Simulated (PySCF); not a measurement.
# triplet GaBr at 6 levels

Wanted: a comparison of 6 runs (U-wB97M-V/aug-cc-pVTZ, UBHLYP/aug-cc-pVTZ, UBLYP/aug-cc-pVTZ, UCAM-B3LYP/aug-cc-pVTZ, UM06-2X/aug-cc-pVTZ, UPBE0/aug-cc-pVTZ) of triplet GaBr. Input form: a Python script.

The calculation is run with PySCF 2.14.0.

1 further run of the same task is left out (set aside as unsound or not needed).

### 1 Starting point

The species is GaBr (2 atoms), meant as a triplet with charge 0. SMILES of the parent species: `[Ga][Br]`. The shape is that of a PBE0-D4/def2-TZVP optimisation. That shape belongs to the parent species and isn't relaxed for this state.

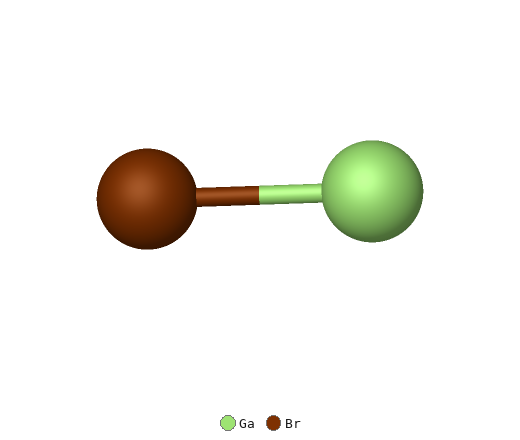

Viewed from a chosen angle; gallium green, bromine brown.

### 2 A single-point energy at U-wB97M-V/aug-cc-pVTZ (run 1)

The input, calc.py:

```python
from pyscf import gto, dft

system = gto.M(
    atom='''
Ga   0.000000   0.000000   0.013830
Br   0.000000   0.000000   2.388120
''',
    max_memory=1860,
    basis='aug-cc-pvtz',
    verbose=3,
    spin=2,
    charge=0,
)

mf = dft.UKS(system, xc='wb97m-v')
mf.conv_tol = 1e-10
mf.grids.level = 5
mf.nlcgrids.level = 1
mf.kernel()
if not mf.converged:
    mf = mf.newton().run(mf.mo_coeff, mf.mo_occ)

energy = mf.e_tot
print(f'total energy: {energy:.8f} hartree')
```

Started as:

```console
OMP_NUM_THREADS=1 python calc.py
```

Standard output:

```text
WARN: HOMO -0.0198680299776667 >= LUMO -0.278269614408885

converged SCF energy = -4498.78713012118  <S^2> = 2.0065429  2S+1 = 3.0043587
total energy: -4498.78713012 hartree
```

It took 1.8 min on 1 thread of Arm Neoverse V2, shared host; peak memory 0.68 GiB.

### 3 A single-point energy at UBHLYP/aug-cc-pVTZ (run 2)

The input, job.py:

```python
from pyscf import gto, dft

system = gto.M(
    atom='''
Ga     0.000000     0.000000     0.026135
Br     0.000000     0.000000     4.512893
''',
    basis='aug-cc-pvtz',
    max_memory=1860,
    unit='bohr',
    verbose=4,
    spin=2,
)

ks = dft.UKS(system)
ks.xc = 'bhandhlyp'
ks.conv_tol = 1e-10
ks.grids.level = 5
ks.kernel()
if not ks.converged:
    ks = ks.newton().run(ks.mo_coeff, ks.mo_occ)

e_tot = ks.e_tot
print(f'total energy: {e_tot:.8f} hartree')
```

Started as:

```console
OMP_NUM_THREADS=1 python job.py
```

Standard output:

```text
PySCF version 2.14.0

[... 49 lines left out ...]
[... the frontier-level lines of each cycle are left out ...]
[... 9 lines left out ...]
[... 44 lines left out ...]
converged SCF energy = -4499.00642587407  <S^2> = 2.0074979  2S+1 = 3.0049945
total energy: -4499.00642587 hartree
```

It took 24 s on 1 thread of Arm Neoverse V2, shared host; peak memory 0.63 GiB.

Runs 3 to 4 aren't shown in full; the table further down has their settings and results.

### 4 A single-point energy at UM06-2X/aug-cc-pVTZ (run 5)

The input, calc.py:

```python
from pyscf import gto, dft

mol = gto.M(
    atom='Ga -0.000000 -0.000000 0.013830; Br 0.000000 0.000000 2.388120',
    basis='aug-cc-pvtz',
    spin=2,
    verbose=3,
    max_memory=1860,
)

ks = dft.UKS(mol, xc='m06-2x')
ks.grids.level = 5
ks.conv_tol = 1e-10
ks.kernel()
if not ks.converged:
    ks = ks.newton().run(ks.mo_coeff, ks.mo_occ)

etot = ks.e_tot
print('E = %.10f Eh' % etot)
```

Started as:

```console
OMP_NUM_THREADS=1 python calc.py
```

Standard output:

```text
WARN: HOMO -0.0371651508259196 >= LUMO -0.250533441917962

WARN: HOMO -0.218199803956261 >= LUMO -0.254796636237681

WARN: HOMO -0.185833847134234 >= LUMO -0.207194140732417

WARN: HOMO -0.182679089461372 >= LUMO -0.195368886172442

WARN: HOMO -0.182024551405759 >= LUMO -0.191741255877224

WARN: HOMO -0.183325278787501 >= LUMO -0.196143300471181

WARN: HOMO -0.183428560055296 >= LUMO -0.19508100545884

WARN: HOMO -0.183538007572816 >= LUMO -0.196205745401181

WARN: HOMO -0.1836013578692 >= LUMO -0.1961265778074

WARN: HOMO -0.183608824551682 >= LUMO -0.196211948154518

WARN: HOMO -0.183611786066854 >= LUMO -0.196223237903162

WARN: HOMO -0.183610468927214 >= LUMO -0.196218746356005

WARN: HOMO -0.183610978487669 >= LUMO -0.196221246689478

converged SCF energy = -4499.07572060257  <S^2> = 2.0050271  2S+1 = 3.0033495
E = -4499.0757206026 Eh
```

It took 48 s on 1 thread of Arm Neoverse V2, shared host; peak memory 0.68 GiB.

### 5 The energy at UPBE0/aug-cc-pVTZ (run 6)

The input, input.py:

```python
from pyscf import gto, dft

mol = gto.M(
    atom='''
Ga     0.000000     0.000000     0.013830
Br     0.000000     0.000000     2.388120
''',
    max_memory=1860,
    verbose=4,
    spin=2,
    charge=0,
    basis='aug-cc-pvtz',
)

mf = dft.UKS(mol)
mf.xc = 'pbe0'
mf.conv_tol = 1e-10
mf.grids.level = 5
mf.kernel()
if not mf.converged:
    mf = mf.newton().run(mf.mo_coeff, mf.mo_occ)

e_tot = mf.e_tot
print('E = %.10f Eh' % e_tot)
```

Started as:

```console
OMP_NUM_THREADS=1 python input.py
```

Standard output:

```text
PySCF version 2.14.0

[... 52 lines left out ...]
[... the frontier-level lines of each cycle are left out ...]
[... 17 lines left out ...]
[... 17 lines left out ...]
[... 17 lines left out ...]
[... 1 line left out ...]
cycle= 10 E= -4498.48753313152  delta_E= -1.41e-09  |g|= 6.24e-06  |ddm|= 6.79e-05


cycle= 11 E= -4498.48753313159  delta_E= -7.28e-11  |g|= 1.03e-06  |ddm|= 1.84e-05


Extra cycle  E= -4498.4875331316  delta_E= -7.28e-12  |g|= 5.37e-07  |ddm|= 2.66e-06
converged SCF energy = -4498.4875331316  <S^2> = 2.0049235  2S+1 = 3.0032805
E = -4498.4875331316 Eh
```

Run time: 24 s. Hardware: 1 thread of Arm Neoverse V2, shared host; peak memory 0.63 GiB.

### 6 The series

```tsv
run	level	nlc grid	energy (Eh)	dipole moment (D)	HOMO energy (eV)	⟨S²⟩	wall time
1	U-wB97M-V/aug-cc-pVTZ	1	-4498.787130	1.40	-5.98	2.007	1.8 min
2	UBHLYP/aug-cc-pVTZ	–	-4499.006426	1.62	-4.94	2.007	24 s
3	UBLYP/aug-cc-pVTZ	–	-4499.134445	0.95	-3.03	2.002	23 s
4	UCAM-B3LYP/aug-cc-pVTZ	–	-4499.275944	1.43	-5.29	2.007	68 s
5	UM06-2X/aug-cc-pVTZ	–	-4499.075721	1.61	-5.00	2.005	48 s
6	UPBE0/aug-cc-pVTZ	–	-4498.487533	1.43	-4.27	2.005	24 s
```

### 7 Outcome

```
                                 quantity           value
                      run 6: total energy  -4498.48753 Eh
                     run 6: dipole moment          1.43 D
run 6: HOMO energy (highest over α and β)        -4.27 eV
                              run 6: ⟨S²⟩           2.005
```

**Reading.** The dipole moment (its size) runs from 0.95 D (UBLYP/aug-cc-pVTZ) to 1.62 D (UBHLYP/aug-cc-pVTZ). Totals of different functionals can't be ranked against each other. All runs together took 4.9 min, the longest 1.8 min.
